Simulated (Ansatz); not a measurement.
Formation energy of the bound charge states of H on the F site (H_F) in rock-salt LiF (start: the F site; 64-site cell, 2×2×2 shifted sampling) against the Fermi level, F-rich (Δμ(F) = 0.00 eV, Δμ(H) = -2.74 eV, bounded by HF molecule; only phases computed here count, gases as isolated molecules at 0 K). Level of theory: PBE, PAW (plane waves to 420 eV; Ansatz, a quantum-chemistry and plane-wave program).

Set-up: 64-site cell; 2×2×2 shifted k-points; host gap 8.83 eV; charged states image-corrected; finite-size errors of tenths of an eV.

Left out: charge −1 (carrier in host band states).

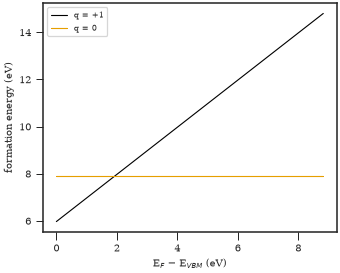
Formation energy of each charge state against the Fermi level

Crossings of the lowest lines: (+1/0) at 1.94 eV. At the valence-band maximum: q = +1: 5.97 eV; q = 0: 7.91 eV.
